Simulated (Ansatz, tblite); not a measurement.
# Ge(vinyl)(NHMe)3 (C₅H₁₅GeN₃): a ladder of methods and basis sets, part 2 of 2

Aim: run the singlet of Ge(vinyl)(NHMe)3 (C₅H₁₅GeN₃) at one geometry on many levels, and compare frontier levels, spin and run time.

Ansatz 0.2.0, Gaussian basis; as each input shows.

## (9) PBE0-D4/def2-SVP

in.yaml

```yaml
crystal:
  periodic: [false, false, false]
  atoms:
    - {symbol: Ge, position_ang: [-0.033849, 0.108723, 0.154539]}
    - {symbol: C, position_ang: [-0.063566, 0.064721, 2.093628]}
    - {symbol: C, position_ang: [0.907515, 0.623975, 2.830442]}
    - {symbol: H, position_ang: [-0.916425, -0.405088, 2.602931]}
    - {symbol: H, position_ang: [1.770312, 1.107658, 2.355909]}
    - {symbol: H, position_ang: [0.884818, 0.624069, 3.927348]}
    - {symbol: N, position_ang: [1.719453, 0.299682, -0.363891]}
    - {symbol: C, position_ang: [2.718160, -0.703562, -0.047096]}
    - {symbol: H, position_ang: [1.802943, 0.641726, -1.319477]}
    - {symbol: H, position_ang: [3.739333, -0.290792, -0.136040]}
    - {symbol: H, position_ang: [2.598902, -1.027988, 0.999683]}
    - {symbol: H, position_ang: [2.676392, -1.618599, -0.675438]}
    - {symbol: N, position_ang: [-0.810366, 1.511251, -0.734504]}
    - {symbol: C, position_ang: [-2.235542, 1.762515, -0.627249]}
    - {symbol: H, position_ang: [-0.257370, 2.364757, -0.688631]}
    - {symbol: H, position_ang: [-2.600186, 2.352785, -1.487230]}
    - {symbol: H, position_ang: [-2.772202, 0.800491, -0.642248]}
    - {symbol: H, position_ang: [-2.544519, 2.295935, 0.295980]}
    - {symbol: N, position_ang: [-1.014685, -1.339871, -0.393036]}
    - {symbol: C, position_ang: [-1.112697, -1.695745, -1.794907]}
    - {symbol: H, position_ang: [-0.996250, -2.143812, 0.229097]}
    - {symbol: H, position_ang: [-2.043926, -2.252894, -2.004414]}
    - {symbol: H, position_ang: [-1.147801, -0.773347, -2.396988]}
    - {symbol: H, position_ang: [-0.268464, -2.306600, -2.178416]}
basis:
  gaussian: {orbitals: def2-SVP, initial_orbitals: start.molden}
hamiltonian: {xc: pbe0, dispersion: d4}
scf: {omitted_lower_state_checks: [starts]}
output: {orbitals: {seedname: orbitals}}
```

On the command line:

```bash
$ ansatz run in.yaml --threads 4 --pin off --events-out ev --progress --plain --max-ram 6963MiB
```

What it wrote:

```text
Functional definition: PBE0
  name "PBE0"
  cite "Adamo & Barone, J. Chem. Phys. 110, 6158 (1999) doi:10.1063/1.478522"
  cite "Perdew, Burke & Ernzerhof, Phys. Rev. Lett. 77, 3865 (1996) doi:10.1103/PhysRevLett.77.3865"
  parent pbe
  parameter a = 0.25
  parameter kappa = 0.804
  parameter beta = 0.06672455060314922
  exchange = (1 - a)*pbe_x(kappa = kappa, mu = beta*pi^2/3) + a*exact_x
  correlation = pbe_c(beta = beta)
these checks for a lower state are left out or cut short: starts
2566 factors; their error is unknown
mean field evaluation 1: about -66384.2923 eV, gradient 1.0e1 eV
mean field evaluation 2: about -66384.5753 eV, gradient 2.2e-1 eV
mean field evaluation 4: about -66384.6767 eV, gradient 4.6e-4 eV
mean field -66384.67674578 eV, -2439.5918732573 hartree, gradient 1.8e-5 eV, S^2 0.000000; 0 other end points of the search recorded, 0 dependent functions left out
reference -66384.67678362 eV, -2439.5918746479 hartree; 49, 49 occupied and 170, 170 virtual orbitals, 2566 factors
Total energy: -66385.22836835 eV, -2439.6121450129 hartree
Checks for a lower state left out: starts
```

It took 5.5 s on 4 threads of Arm Neoverse V2, shared host; peak memory 1.1 GiB.

From the report: HOMO -5.98 eV, LUMO -0.17 eV.

## (10) HF/6-31G

Edit in.yaml of step 9 so:

```diff
@@ -28,4 +28,4 @@
 basis:
-  gaussian: {orbitals: def2-SVP, initial_orbitals: start.molden}
-hamiltonian: {xc: pbe0, dispersion: d4}
+  gaussian: {orbitals: 6-31G}
+hamiltonian: {xc: hf}
 scf: {omitted_lower_state_checks: [starts]}
```

Same command.

What it wrote:

```text
Functional definition: HF
  name "HF"
  cite "Fock, Z. Phys. 61, 126 (1930) doi:10.1007/BF01340294"
  parent pbe
  exchange = exact_x
  correlation = 0
these checks for a lower state are left out or cut short: starts
1764 factors; integrals over basis functions are off by at most 2.4e-4 eV
mean field evaluation 1: about -66289.9485 eV, gradient 4.6e1 eV
mean field evaluation 2: about -66289.9539 eV, gradient 4.6e1 eV
mean field evaluation 4: about -66295.0151 eV, gradient 4.5e0 eV
mean field evaluation 8: about -66295.0720 eV, gradient 3.2e-4 eV
mean field -66295.07201746 eV, -2436.2989602277 hartree, gradient 1.7e-5 eV, S^2 0.000000; 0 other end points of the search recorded, 0 dependent functions left out
reference -66295.07201746 eV, -2436.2989602277 hartree; 49, 49 occupied and 82, 82 virtual orbitals, 1764 factors
Total energy: -66295.07201746 eV, -2436.2989602277 hartree
Checks for a lower state left out: starts
```

Wall time 1.4 s (4 threads of Arm Neoverse V2, shared host).

HOMO -9.39 eV, LUMO 3.71 eV.

## (11) B3LYP-D4/6-31G

Edit in.yaml of step 10 so:

```diff
@@ -29,3 +29,3 @@
   gaussian: {orbitals: 6-31G}
-hamiltonian: {xc: hf}
+hamiltonian: {xc: {name: B3LYP}, dispersion: d4}
 scf: {omitted_lower_state_checks: [starts]}
```

Launched as before.

What it wrote:

```text
Functional definition: B3LYP
  name "B3LYP"
  cite "Stephens, Devlin, Chabalowski & Frisch, J. Phys. Chem. 98, 11623 (1994) doi:10.1021/j100096a001"
  cite "Becke, Phys. Rev. A 38, 3098 (1988) doi:10.1103/PhysRevA.38.3098"
  cite "Lee, Yang & Parr, Phys. Rev. B 37, 785 (1988) doi:10.1103/PhysRevB.37.785"
  cite "Vosko, Wilk & Nusair, Can. J. Phys. 58, 1200 (1980) doi:10.1139/p80-159"
  parameter a0 = 0.2
  parameter ax = 0.72
  parameter ac = 0.81
  exchange = (1 - a0 - ax)*slater_x + ax*b88_x + a0*exact_x
  correlation = (1 - ac)*vwn_rpa_c + ac*lyp_c
these checks for a lower state are left out or cut short: starts
1764 factors; integrals over basis functions are off by at most 2.4e-4 eV
mean field evaluation 1: about -66387.3881 eV, gradient 9.5e1 eV
mean field evaluation 2: about -66369.9073 eV, gradient 1.3e2 eV
mean field evaluation 4: about -66406.8754 eV, gradient 4.6e0 eV
mean field evaluation 8: about -66407.2777 eV, gradient 2.0e-1 eV
mean field evaluation 16: about -66407.2778 eV, gradient 5.1e-5 eV
mean field -66407.27781111 eV, -2440.4224470887 hartree, gradient 7.3e-5 eV, S^2 0.000000; 0 other end points of the search recorded, 0 dependent functions left out
reference -66407.27810646 eV, -2440.4224579428 hartree; 49, 49 occupied and 82, 82 virtual orbitals, 1764 factors
Total energy: -66408.28165591 eV, -2440.4593377048 hartree
Checks for a lower state left out: starts
```

Wall time 3 s (4 threads of Arm Neoverse V2, shared host).

From the report: HOMO -5.56 eV, LUMO -0.17 eV.

## (12) MP2/def2-SVP

Edit in.yaml of step 11 so:

```diff
@@ -28,4 +28,4 @@
 basis:
-  gaussian: {orbitals: 6-31G}
-hamiltonian: {xc: {name: B3LYP}, dispersion: d4}
+  gaussian: {orbitals: def2-SVP, initial_orbitals: start.molden}
+correlation: {method: mp2}
 scf: {omitted_lower_state_checks: [starts]}
```

The command is unchanged.

What it wrote:

```text
Functional definition: HF
  name "HF"
  cite "Fock, Z. Phys. 61, 126 (1930) doi:10.1007/BF01340294"
  parent pbe
  exchange = exact_x
  correlation = 0
these checks for a lower state are left out or cut short: starts
2258 factors; integrals over basis functions are off by at most 1.4e-3 eV
mean field evaluation 1: about -66292.3102 eV, gradient 2.9e1 eV
mean field evaluation 2: about -66293.7934 eV, gradient 1.2e0 eV
mean field evaluation 4: about -66293.8127 eV, gradient 6.9e-2 eV
mean field evaluation 8: about -66293.8127 eV, gradient 1.1e-6 eV
mean field -66293.81273838 eV, -2436.2526825754 hartree, gradient 1.1e-6 eV, S^2 0.000000; 0 other end points of the search recorded, 0 dependent functions left out; unrestricted orbitals would lower it
17 core orbitals not correlated: weight in the atoms' cores, before any rotation towards them, 1.000 or more for the frozen orbitals, at most 0.000 for the correlated occupied ones
reference -66293.81273838 eV, -2436.2526825754 hartree; 32, 32 occupied and 170, 170 virtual orbitals, 2258 factors
second order -39.14538378 eV of doubles, -0.00000000 eV of singles
Total energy: -66332.95812217 eV, -2437.6912488958 hartree
Checks for a lower state left out: starts
```

Wall time 6 s (4 threads of Arm Neoverse V2, shared host); peak memory 0.77 GiB.

Hartree-Fock HOMO -9.49 eV, LUMO 3.66 eV. Doubts: restricted state is unstable towards broken spin symmetry.

## (13) RPA/def2-SVP

Edit in.yaml of step 12 so:

```diff
@@ -29,4 +29,4 @@
   gaussian: {orbitals: def2-SVP, initial_orbitals: start.molden}
-correlation: {method: mp2}
+hamiltonian: {xc: pbe}
+correlation: {method: rpa}
 scf: {omitted_lower_state_checks: [starts]}
-output: {orbitals: {seedname: orbitals}}
```

Same command.

What it wrote:

```text
Functional definition: PBE
  name "PBE"
  cite "Perdew, Burke & Ernzerhof, Phys. Rev. Lett. 77, 3865 (1996) doi:10.1103/PhysRevLett.77.3865"
  parent pbe
  parameter kappa = 0.804
  parameter beta = 0.06672455060314922
  exchange = pbe_x(kappa = kappa, mu = beta*pi^2/3)
  correlation = pbe_c(beta = beta)
these checks for a lower state are left out or cut short: starts
2258 factors; integrals over basis functions are off by at most 1.4e-3 eV
mean field evaluation 1: about -66381.3218 eV, gradient 1.3e1 eV
mean field evaluation 2: about -66381.7860 eV, gradient 3.5e-1 eV
mean field evaluation 4: about -66381.7700 eV, gradient 8.9e-4 eV
mean field -66381.76996342 eV, -2439.4850509760 hartree, gradient 1.6e-6 eV, S^2 0.000000; 0 other end points of the search recorded, 0 dependent functions left out
17 core orbitals not correlated: weight in the atoms' cores, before any rotation towards them, 1.000 or more for the frozen orbitals, at most 0.000 for the correlated occupied ones
reference -66291.46469976 eV, -2436.1663937476 hartree; 32, 32 occupied and 170, 170 virtual orbitals, 2258 factors
Total energy: -66354.09865953 eV, -2438.4681493144 hartree
Checks for a lower state left out: starts
```

It took 12 s on 4 threads of Arm Neoverse V2, shared host; peak memory 0.74 GiB.

## (14) Comparison

```csv
level,functions,HOMO (eV),LUMO (eV),gap (eV),time
HF/6-31G,131,-9.39,3.71,13.10,1.4 s
PBE-D4/def2-SVP,219,-4.56,-1.14,3.42,3.2 s
PBE-D4/def2-TZVP,386,-4.80,-1.37,3.43,6 s
r2SCAN-D4/def2-TZVP,386,-5.06,-1.18,3.88,12 s
B3LYP-D4/6-31G,131,-5.56,-0.17,5.39,3 s
PBE0-D4/def2-SVP,219,-5.98,-0.17,5.82,5.5 s
PBE0-D4/def2-TZVP,386,-6.16,-0.39,5.76,12 s
HSE06-D4/def2-TZVP,386,-5.76,-0.78,4.98,14 s
BHLYP-D4/def2-TZVP,386,-7.47,0.67,8.14,21 s
```

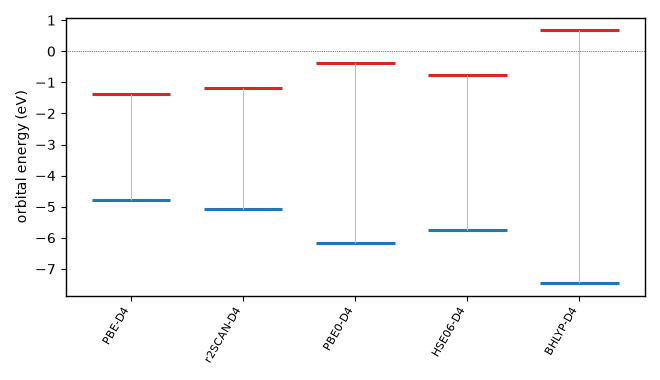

Highest filled (blue) and lowest empty (red) level in def2-TZVP.

Energy pieces by basis (eV):

```csv
basis,HF,MP2 correlation,total
def2-SVP,-66293.8127,-39.1454,-66332.9581 (MP2)
```

## (15) Binding energy

Free atoms were run apart at each level; binding is atoms less cluster, divided by the number of atoms, without zero-point or spin-orbit terms.

```csv
level,binding an atom (eV)
HF/6-31G,2.599
HF/def2-SVP,2.800
PBE-D4/def2-SVP,4.005
PBE-D4/def2-TZVP,3.979
r2SCAN-D4/def2-TZVP,3.884
B3LYP-D4/6-31G,3.822
PBE0-D4/def2-SVP,3.937
PBE0-D4/def2-TZVP,3.908
HSE06-D4/def2-TZVP,3.910
BHLYP-D4/def2-TZVP,3.787
MP2/def2-SVP,3.716
```

## (16) Summary of results

The summary covers parts 1 to 2.

```
                                                 quantity                                 value
gap in def2-TZVP, named functionals, smallest and largest  3.43 eV (PBE-D4), 8.14 eV (BHLYP-D4)
                         correlation energy, MP2/def2-SVP                             -39.15 eV
                binding an atom, functionals in def2-TZVP   3.79 (BHLYP-D4) to 3.98 eV (PBE-D4)
          PBE0 total energy, smallest basis above largest        18.06 eV (def2-SVP, def2-TZVP)
```

What this shows: Over the named functionals in def2-TZVP the gap runs from 3.43 eV (PBE-D4) to 8.14 eV (BHLYP-D4); exact exchange widens it.

The slowest run with a step of its own, BHLYP-D4/def2-TZVP, took 21 s; the quickest functional in def2-TZVP took 6 s (shared host).
